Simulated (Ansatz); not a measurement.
```xyz
14

C    -3.5692    0.3431    1.6596
C    -2.2074    0.9610    1.9888
C    -1.0153    0.4191   -0.9733
Ge   -0.7153    0.1773    0.9575
H    -3.8303    0.4760    0.5967
H    -3.5830   -0.7401    1.8653
H    -4.3789    0.7998    2.2530
H    -2.2133    2.0463    1.7901
H    -1.9744    0.8437    3.0603
H     0.6171    0.8510    1.3673
H    -0.6136   -1.3357    1.2760
H    -0.1848   -0.0102   -1.5534
H    -1.9475   -0.0777   -1.2819
H    -1.0934    1.4901   -1.2157
```

Geometry: B3LYP-D3(BJ)/def2-SVP.

These are results of isolated molecule in a Gaussian basis; Kohn-Sham density functional theory, functional PBE0 in Ansatz, not measurements.

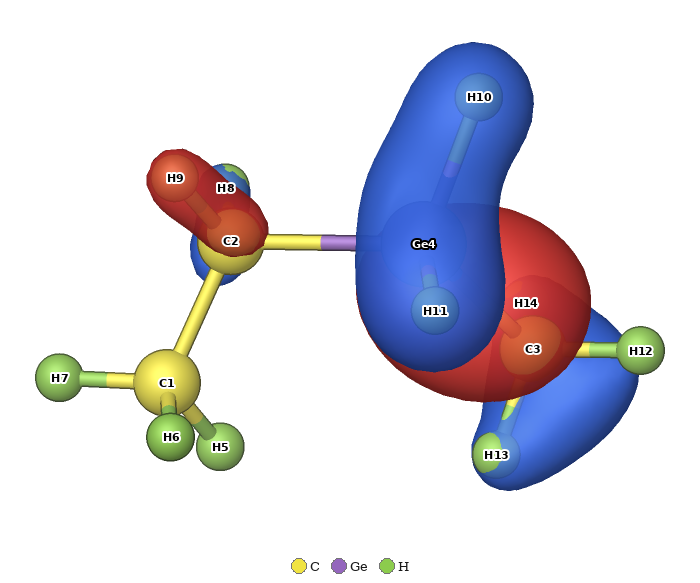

C₃H₁₀Ge (SMILES C[CH2][GeH2][CH3]). The HOMO−1 at ±0.15 Å⁻³ᐟ² (red and blue are the two phases), seen at a tilt.

> What is the character of this orbital?

It lies mainly on C3 (about 35 %), Ge4 (about 30 %), H11 (about 10 %) and H10 (about 5 %). Its energy is −8.59 eV.
